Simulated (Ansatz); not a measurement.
Run report: W$_{8}$C$_{8}$N, geometry relaxation (part 1 of 3)

The run: geometry relaxation of W$_{8}$C$_{8}$N (slab, 17 atoms in the cell). Method and program: DFT PBE, scalar-relativistic, plane waves, PAW, no spin polarisation (Ansatz 0.2.0).

The structure derives from an entry of the Crystallography Open Database. The input holds or restrains some coordinates. Forces given for the steps count only the free coordinates. It belongs to a series of runs on one base structure; here: end point A relaxed.

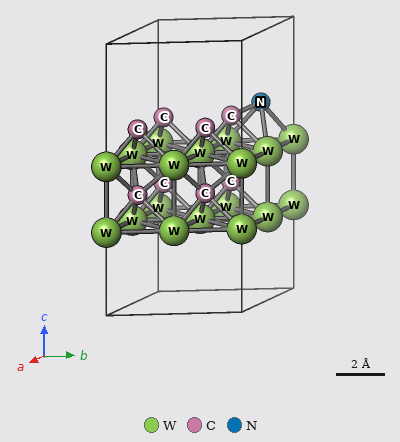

The structure as given in the input (ball-and-stick view of the cell of the calculation, with the vacuum cut short, seen slightly off an axis). An atom can appear more than once, as a periodic image.

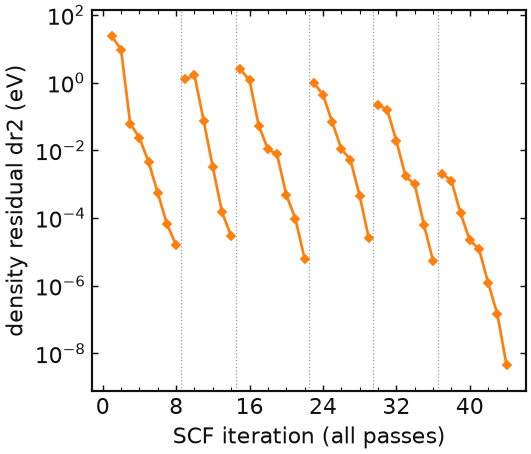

Convergence of the self-consistent field: density residual dr2 against the SCF iteration. The dotted lines part the SCF passes of the relaxation: geometry steps, rejected trials and re-solves on a re-selected basis. The 6 passes take 6 to 8 iterations each, 44 in all.

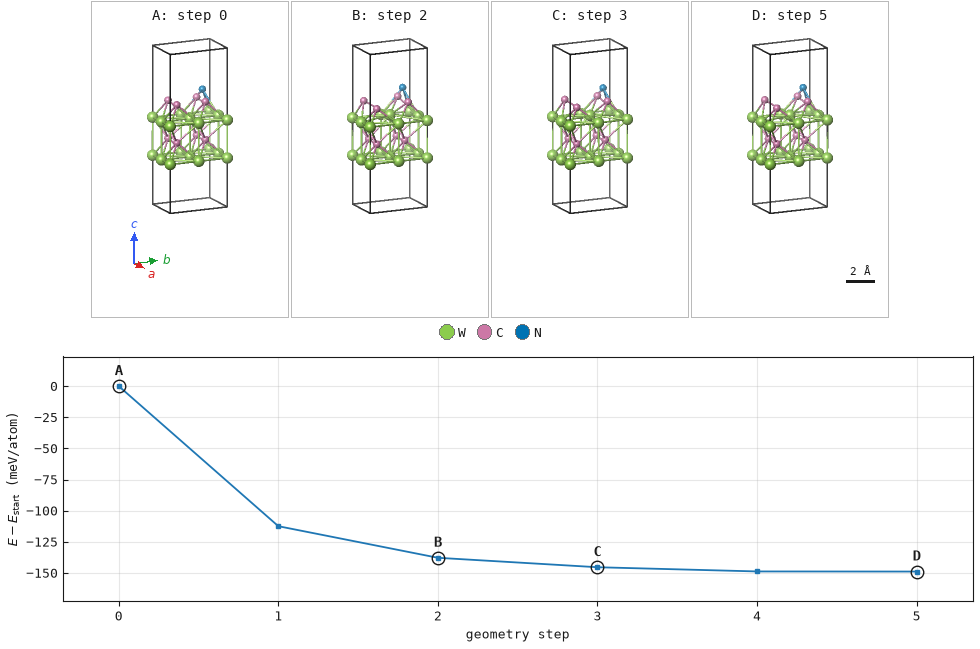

Frames of the restrained relaxation (ball-and-stick view of the cell of the calculation, with the vacuum cut short (origin shifted), seen slightly off an axis) above the curves, on which the letters mark them (the first geometry is step 0 here and step 1 in the log).

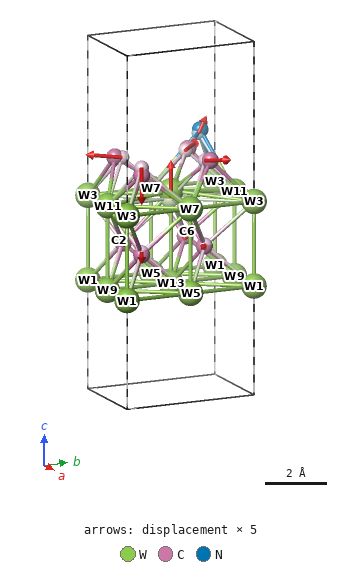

Start (faint) and end (solid) with the displacements as red arrows, magnified 5 times (ball-and-stick view of the cell of the calculation, with the vacuum cut short (origin shifted), seen slightly off an axis). The largest moves, 0.26 Å, are those of C8, W15 and C16. Largest moves by element: W 0.26 Å, C 0.25 Å, N 0.13 Å. The cell doesn't change. Among the contacts that change: C4–N17 1.751 → 1.477 Å, W13–W15 2.804 → 3.059 Å, C16–N17 1.687 → 1.476 Å, C14–W15 2.166 → 2.336 Å. Among the angles that change: W15–C4–N17 152.2° → 166.7°, W15–C8–N17 153.0° → 166.7°, W11–C4–N17 76.1° → 87.6°. Over 5 geometry steps the energy falls by 149 meV per atom. The largest force component goes from 3.4 to 0.02 eV/Å. (Atoms are counted from 1 in the order of the input.)

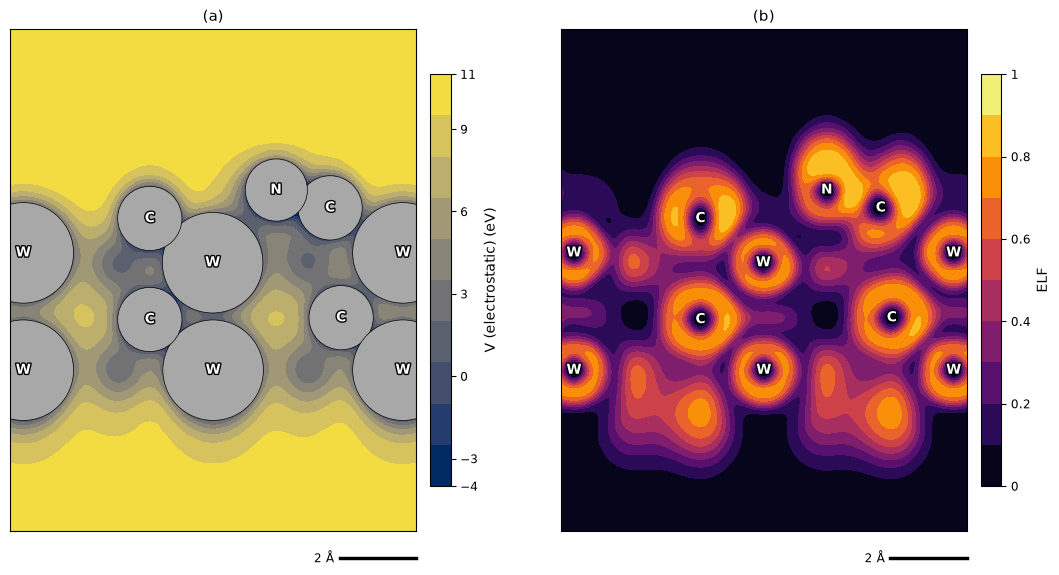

(a) electrostatic potential (local pseudopotential plus Hartree) felt by an electron; (b) electron localisation function on the (110) plane of the calculation cell, a cut from vacuum to vacuum. Grey discs, where drawn, cover atomic cores. Atoms in the plane: W, C and N. W–C (2.00 Å): the ELF is about 0.40 at the midpoint. W–N (2.52 Å): the ELF is about 0.15 at the midpoint (a polar contact without a shared pair, in a metal). W–W (2.80 Å): the ELF is about 0.35 at the midpoint; no shared electron pair. W–C (2.11 Å): the ELF is about 0.30 at the midpoint. The strong features right at W lie inside the PAW spheres (semicore, d or f shells) and say nothing about bonding. Core electrons are frozen (PAW), so the fields are smoothed inside the atomic spheres.

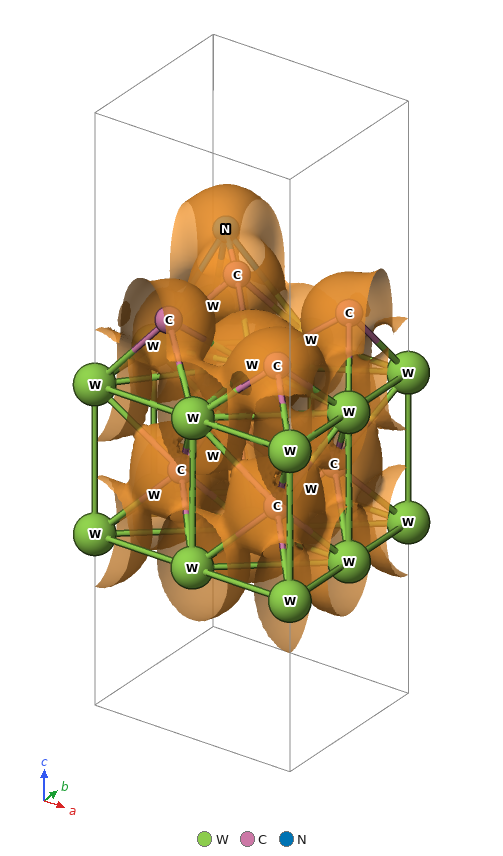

Isosurface of the valence electron density at 0.6 e/Å³ (orange), seen slightly off an axis. Sticks mark near contacts. At this value the density is joined into sheets; it holds about 75 % of the electrons treated as valence (semicore included). It is pinched off along the W–N (2.52 Å) and W–W (2.80 Å) contacts. On the grid the lowest density along these lines, outside the cores, is 1.7 e/Å³ (C–N, 1.48 Å), 0.99 e/Å³ (W–C, 2.00 Å), 0.4 e/Å³ (W–N, 2.52 Å) and 0.39 e/Å³ (W–W, 2.80 Å).

The input and output of the run follow.

Input file
```yaml
crystal:
  lattice:
    - [5.71678, 0.0, 0.0]
    - [-2.85839, 4.950877, 0.0]
    - [0.0, 0.0, 15.206435]
  atoms:
    - { symbol: W, position: [0.0, 0.0, 0.0657616] }
    - { symbol: C, position: [0.3333333, 0.1666667, 0.157969] }
    - { symbol: W, position: [0.0, 0.0, 0.2501763] }
    - { symbol: C, position: [0.3333333, 0.1666667, 0.3423837] }
    - { symbol: W, position: [0.0, 0.5, 0.0657616] }
    - { symbol: C, position: [0.3333333, 0.6666667, 0.157969] }
    - { symbol: W, position: [0.0, 0.5, 0.2501763] }
    - { symbol: C, position: [0.3333333, 0.6666667, 0.3423837] }
    - { symbol: W, position: [0.5, 0.0, 0.0657616] }
    - { symbol: C, position: [0.8333333, 0.1666667, 0.157969] }
    - { symbol: W, position: [0.5, 0.0, 0.2501763] }
    - { symbol: C, position: [0.8333333, 0.1666667, 0.3423837] }
    - { symbol: W, position: [0.5, 0.5, 0.0657616] }
    - { symbol: C, position: [0.8333333, 0.6666667, 0.157969] }
    - { symbol: W, position: [0.5, 0.5, 0.2501763] }
    - { symbol: C, position: [0.8333333, 0.6666667, 0.3423837] }
    - { symbol: "N", position: [0.1650257, 0.8214953, 0.3673731] }
basis:
  ecutwfc: 420.0
kpoints:
  mp_grid: { grid: [5, 5, 1] }
hamiltonian:
  xc: pbe
scf:
  occupations: { method: gaussian, width: 0.15 }
  lower_state_search: "off"
relax:
  f_tol: 0.03
  max_steps: 60
  adjacent_minimum: "off"
  constraints: [{ sites: [0, 4, 8, 12] }]
output:
  write_density: true
  write_potential: true
  elf: true
  volumetric_format: npy
```

Command:
```bash
ansatz run input.yaml --threads 4 --pin off --max-ram 10240MiB --backend cpu --events-out ev --progress --plain --runs-dir out
```

Output
```
Engine: ansatz 0.2.0, x86_64-unknown-linux-gnu
Pseudopotentials: kind: paw
Pseudopotential: W, paw, valence charge 14, recommended cutoff 420 eV (normal), W.paw.azcp
Pseudopotential: C, paw, valence charge 4, recommended cutoff 420 eV (normal), C.paw.azcp
Pseudopotential: N, paw, valence charge 5, recommended cutoff 420 eV (normal), N.paw.azcp
Functional definition: PBE
  parameter kappa = 0.804
  parameter beta = 0.06672455060314922
  exchange = pbe_x(kappa = kappa, mu = beta*pi^2/3)
  correlation = pbe_c(beta = beta)
Crystal: 17 atoms, lattice volume = 430.389 Å³
Basis set: ecut = 420 eV, 8475 PW (Γ), exchange–correlation on 80×80×216 points (8 copies of the dense FFT grid, shifted against one another)
Bands: 92, of which v1, the nominal top of the filled ones, is band 75 counted from 1 (74 counted from 0)
Symmetry: 1 space group operations
Space group: P1 (ITA 1), of the structure as read, at distance tolerance 7.6e-5 Å
k-points: 13 of 25 (time reversal used)
Non-local potential: W, projectors of the file, l = 0: 3, l = 1: 2, l = 2: 2, l = 3: 1
Non-local potential: C, projectors of the file, l = 0: 2, l = 1: 2, l = 2: 1
Non-local potential: N, projectors of the file, l = 0: 2, l = 1: 2, l = 2: 1
PAW form: soft (Blöchl's): semilocal exchange-correlation on the pseudo side does not see the compensation charge
PAW one-centre angular grid: W, 590 points (default); XC on 64 Gauss nodes
PAW one-centre angular grid: C, 110 points (default); XC on 64 Gauss nodes
PAW one-centre angular grid: N, 110 points (default); XC on 64 Gauss nodes
Initial density: superposition of atomic densities (neutral atoms: chi_scale 0, normalization atom), corrected by the library's trained network
Initial wavefunctions: pseudopotential atomic-orbital guess
Functional: x = pbe(κ = 0.804, μ = 0.2195149727645171), c = pbe(β = 0.06672455060314922)
SCF iter   1: F=—  HF=-85452.807760 eV  |F-HF|=—  |Δ(HF+E_count)|=         —  Δρ=1.97e-2  dr2=2.37e1  ethr=1.77e-3  ⟨swp⟩=7.8  Hψ=6161  notcnv=0
preconditioner: auto → LDOS  [metal: Δε(μ)=0.123 eV  Ē_g=7.469 eV  σ=0.150 eV  W_gap=0.42  n_scr=82 (ndim 8)  ℏωp=16.5 eV  f_vac=0.491  D(μ)=6.71/eV (n_scr^D=38)  β→1.0]
SCF iter   2: F=—  HF=-85452.350976 eV  |F-HF|=—  |Δ(HF+E_count)|=   4.57e-1  Δρ=1.34e-2  dr2=9.46e0  ethr=1.77e-3  ⟨swp⟩=3.0  Hψ=1906  notcnv=0  defer=124
SCF iter   3: F=—  HF=-85451.917631 eV  |F-HF|=—  |Δ(HF+E_count)|=   4.33e-1  Δρ=3.47e-3  dr2=6.17e-2  ethr=1.77e-3  ⟨swp⟩=2.4  Hψ=1537  notcnv=0  defer=124
SCF iter   4: F=—  HF=-85451.918021 eV  |F-HF|=—  |Δ(HF+E_count)|=   3.90e-4  Δρ=1.80e-3  dr2=2.36e-2  ethr=4.14e-5  ⟨swp⟩=2.5  Hψ=2003  notcnv=0  defer=95
SCF iter   5: F=—  HF=-85451.916235 eV  |F-HF|=—  |Δ(HF+E_count)|=   1.79e-3  Δρ=8.18e-4  dr2=4.57e-3  ethr=1.59e-5  ⟨swp⟩=2.8  Hψ=1645  notcnv=0  defer=95
SCF iter   6: F=—  HF=-85451.916373 eV  |F-HF|=—  |Δ(HF+E_count)|=   1.38e-4  Δρ=2.93e-4  dr2=5.47e-4  ethr=3.07e-6  ⟨swp⟩=2.2  Hψ=1610  notcnv=0  defer=95
SCF iter   7: F=—  HF=-85451.916340 eV  |F-HF|=—  |Δ(HF+E_count)|=   3.29e-5  Δρ=8.14e-5  dr2=6.74e-5  ethr=3.67e-7  ⟨swp⟩=2.0  Hψ=1634  notcnv=0  defer=95
SCF iter   8: F=-85451.916340 eV  HF=-85451.916351 eV  |F-HF|=1.05e-5  |Δ(HF+E_count)|=   1.10e-5  Δρ=4.24e-5  dr2=1.57e-5  ethr=1.51e-8  ⟨swp⟩=15.2  Hψ=13373  notcnv=0
SCF 1 converged in 8 iterations: F = -85451.916340 eV  dr2 = 1.57e-5
  greatest PAW one-centre occupation: 1.000 electrons in one spin orbital (limit 2), on the W atom at site 14 (counted from 0), in its partial waves of l = 0
relax step   1: F+E_penalty+E_count = -85451.91634025 eV  Δ(F+E_penalty+E_count) = +0.000e0 eV  max|allowed force component| = 3.407e0 eV/Å  Δτ_max = 0.0000 Å  (8 SCF iters, dr2 threshold 2.25e-5 eV, accepted)
Initial density: handed on by an earlier stage of this run
Initial wavefunctions: those handed on with the density
iter 1 solved again at ethr=8.27e-4 eV; its pass at ethr=3.10e-3 eV (dr2=1.23e0 eV) is discarded
SCF iter   1: F=—  HF=-85454.105351 eV  |F-HF|=—  |Δ(HF+E_count)|=         —  Δρ=1.60e-2  dr2=1.25e0  ethr=8.27e-4  ⟨swp⟩=2.2  Hψ=4412  notcnv=0  defer=97
preconditioner: auto → LDOS  [insulator: Δε(μ)=0.227 eV  Ē_g=7.532 eV  σ=0.150 eV  W_gap=0.66  n_scr=82 (ndim 8)  ℏωp=16.5 eV  f_vac=0.495  D(μ)=5.56/eV (n_scr^D=36)  ε∞_Penn≈5.8  β→1.0]
SCF iter   2: F=—  HF=-85454.123100 eV  |F-HF|=—  |Δ(HF+E_count)|=   1.77e-2  Δρ=1.31e-2  dr2=1.68e0  ethr=8.27e-4  ⟨swp⟩=3.5  Hψ=2507  notcnv=0  defer=97
SCF iter   3: F=—  HF=-85453.836366 eV  |F-HF|=—  |Δ(HF+E_count)|=   2.87e-1  Δρ=2.71e-3  dr2=7.54e-2  ethr=8.27e-4  ⟨swp⟩=2.0  Hψ=1976  notcnv=0  defer=105
SCF iter   4: F=—  HF=-85453.827957 eV  |F-HF|=—  |Δ(HF+E_count)|=   8.41e-3  Δρ=7.58e-4  dr2=3.16e-3  ethr=5.06e-5  ⟨swp⟩=2.5  Hψ=1691  notcnv=0  defer=105
SCF iter   5: F=—  HF=-85453.827727 eV  |F-HF|=—  |Δ(HF+E_count)|=   2.30e-4  Δρ=2.46e-4  dr2=1.50e-4  ethr=2.12e-6  ⟨swp⟩=3.1  Hψ=2087  notcnv=0  defer=103
SCF iter   6: F=-85453.827785 eV  HF=-85453.827798 eV  |F-HF|=1.24e-5  |Δ(HF+E_count)|=   7.11e-5  Δρ=6.77e-5  dr2=2.91e-5  ethr=6.71e-8  ⟨swp⟩=13.8  Hψ=13169  notcnv=0
SCF 2 converged in 6 iterations: F = -85453.827785 eV  dr2 = 2.91e-5
relax step   2: F+E_penalty+E_count = -85453.82778540 eV  Δ(F+E_penalty+E_count) = -1.911e0 eV  max|allowed force component| = 2.292e0 eV/Å  Δτ_max = 0.1950 Å  (6 SCF iters, dr2 threshold 1.00e-4 eV, accepted)
iter 1 solved again at ethr=1.67e-3 eV; its pass at ethr=3.10e-3 eV (dr2=2.48e0 eV) is discarded
```
